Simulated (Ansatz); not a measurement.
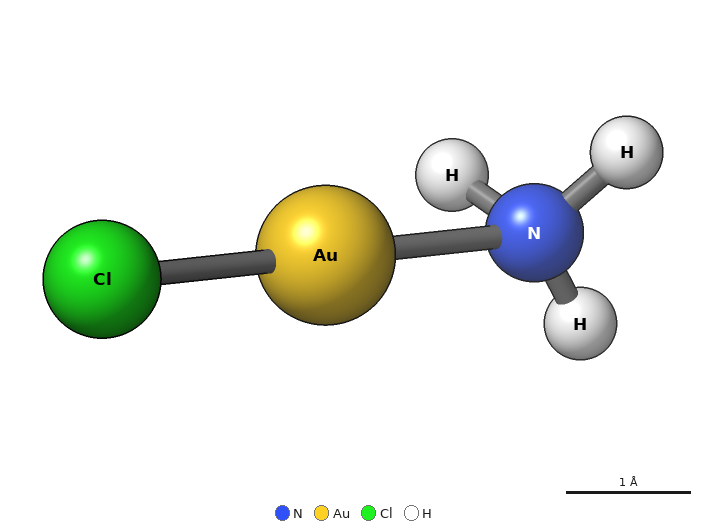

Figure made from data computed with Ansatz.

The picture shows the input geometry.

Input file:

```yaml
crystal:
  periodic: [false, false, false]
  atoms:
    - {symbol: N, position_ang: [-0.571060, 0.551443, -0.373996]}
    - {symbol: Au, position_ang: [0.050378, -0.595464, 1.252559]}
    - {symbol: Cl, position_ang: [0.715980, -1.823334, 2.993561]}
    - {symbol: H, position_ang: [-0.972309, 0.168244, -1.161096]}
    - {symbol: H, position_ang: [-0.114241, 1.415909, -0.645098]}
    - {symbol: H, position_ang: [-1.315345, 0.781529, 0.276061]}
basis:
  gaussian: {orbitals: def2-TZVPP}
correlation: {method: ccsd_t}
```

Output:

```
Functional definition: HF
  name "HF"
  cite "Fock, Z. Phys. 61, 126 (1930) doi:10.1007/BF01340294"
  parent pbe
  exchange = exact_x
  correlation = 0
1060 factors; integrals over basis functions are off by at most 8.1e-4 eV
mean field evaluation 1: about -17700.9984 eV, gradient 2.9e1 eV
mean field evaluation 2: about -17701.3410 eV, gradient 2.9e1 eV
mean field evaluation 4: about -17703.2984 eV, gradient 3.3e0 eV
mean field evaluation 8: about -17703.3396 eV, gradient 3.1e-1 eV
mean field evaluation 16: about -17703.3402 eV, gradient 1.7e-6 eV
mean field -17703.34016914 eV, -650.5857514611 hartree, gradient 1.7e-6 eV, S^2 0.000000; 0 other end points of the search recorded, 0 dependent functions left out
6 core orbitals not correlated: weight in the atoms' cores, before any rotation towards them, 1.000 or more for the frozen orbitals, at most 0.000 for the correlated occupied ones
reference -17703.34016914 eV, -650.5857514611 hartree; 17, 17 occupied and 148, 148 virtual orbitals, 1060 factors
second order -28.70182184 eV of doubles, -0.00000000 eV of singles
cycle   1  -27.25839334 eV  change     1.4e0 eV  update   1.3e-1
cycle   2  -27.99790448 eV  change   -7.4e-1 eV  update   4.0e-2
cycle   3  -28.15508644 eV  change   -1.6e-1 eV  update   2.1e-2
cycle   4  -28.11438646 eV  change    4.1e-2 eV  update   8.0e-3
cycle   5  -28.10719998 eV  change    7.2e-3 eV  update   3.8e-3
cycle   6  -28.11117926 eV  change   -4.0e-3 eV  update   1.2e-3
cycle   7  -28.11087076 eV  change    3.1e-4 eV  update   4.7e-4
cycle   8  -28.11065589 eV  change    2.1e-4 eV  update   1.5e-4
cycle   9  -28.11079578 eV  change   -1.4e-4 eV  update   6.1e-5
cycle  10  -28.11085270 eV  change   -5.7e-5 eV  update   2.1e-5
cycle  11  -28.11079781 eV  change    5.5e-5 eV  update   9.1e-6
cycle  12  -28.11081097 eV  change   -1.3e-5 eV  update   4.3e-6
perturbative correction -1.07074439 eV, -0.0393491307 hartree
Total energy: -17732.52172450 eV, -651.6581538405 hartree
```
